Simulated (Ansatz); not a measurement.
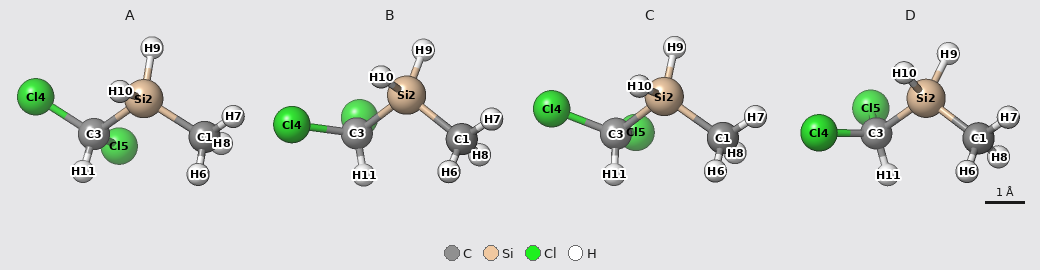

4 geometries from one relaxation of C2H6Cl2Si, in shuffled order. A ball-and-stick model, seen at a tilt.

The run prepares an end point of a later path (torsion) calculation, from a guessed geometry.

Computed with RKS PBE0/def2-mTZVP in Ansatz. (no spin polarisation; force threshold 0.015 eV/Å; at most 40 steps)

Put them in the order of the run, from the start to the converged end.

Answer. D, B, C, A. They are steps 0, 6, 9, 15, at +0.556 eV, +0.118 eV, +0.034 eV relative to the last. After 14 accepted moves (15 points after the start) the energy has fallen by 0.556 eV. Largest force component: 3 eV/Å at the start, 0.0093 eV/Å at the end. The line search rejected the trial step at point 12 of the run. The atom that moves furthest after the best rigid fit is Cl5 (1.23 Å). By element the largest moves are Cl 1.23 Å, H 0.89 Å, Si 0.24 Å, C 0.23 Å. Near-neighbour distances that change, for instance: C3–Cl4 1.687 → 1.795 Å, C1–Si2 1.785 → 1.870 Å, Si2–C3 1.848 → 1.909 Å, C1–H6 1.141 → 1.093 Å. Bond angles that change, for instance: H9–Si2–H10 103.0° → 109.9°, C3–Si2–H9 112.1° → 106.4°, Si2–C3–H11 109.1° → 113.8°. Groups turn about Si2–C3 by about 60°.
